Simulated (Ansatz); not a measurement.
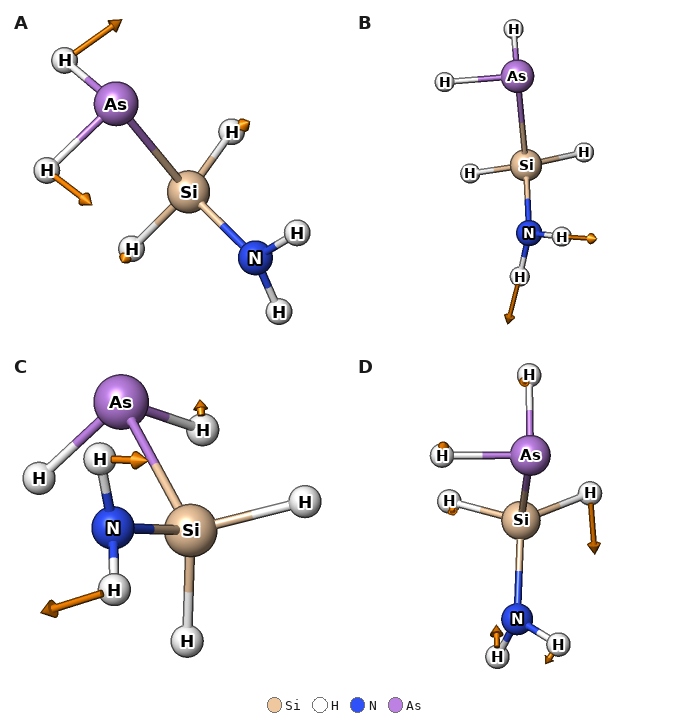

4 normal modes of one molecule or complex, as arrows. Harmonic vibrations computed with RKS PBE0-D4/def2-TZVP (Ansatz 0.2.0) at a stationary point of the same level.

**Match the panels to the wavenumbers 222 cm⁻¹, 813 cm⁻¹, 984 cm⁻¹, 3602 cm⁻¹.**

A: 984 cm⁻¹, H–As–H bending
B: 3602 cm⁻¹, in-phase stretching of 2 N–H bonds
C: 222 cm⁻¹, a torsion or out-of-plane motion in which bond lengths and bond angles hardly change
D: 813 cm⁻¹, angle bending
